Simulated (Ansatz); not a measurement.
## What Ti → Hf does to TiC

Take TiC in the rock salt structure (space group Fm-3m, No. 225; a = 4.2930 Å) as the base.

Modification: full substitution Ti → Hf, then cell and atoms are relaxed.

Level of theory: Ansatz (a first-principles code), PBEsol, PAW, cutoff 420 eV, no spin-orbit coupling, earlier PAW set. k-mesh 17×17×17 (Γ-centred); smearing 0.05 eV (Fermi–Dirac), for the changed cell.

```yaml
volume_per_atom: 12.22 Å³ (base 9.89 Å³)
lattice_parameter_a: 4.607 Å (base 4.293 Å)
band_gap: zero (base zero)
```

Final structure:

```xyz
2
Lattice="0.0000 2.3036 2.3036 2.3036 0.0000 2.3036 2.3036 2.3036 0.0000" Properties=species:S:1:pos:R:3 pbc="T T T"
C      0.0000     0.0000     0.0000
Hf     2.3036     2.3036     2.3036
```

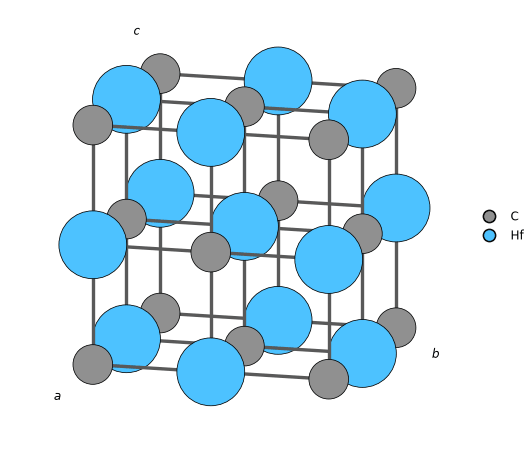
Fig. 1. The relaxed conventional cell after the change

Cost of the whole job for the changed cell (relaxation, final SCF and bands): around 70 core-seconds (rough).

No phonon test of stability was made. All final runs are without spin polarisation.
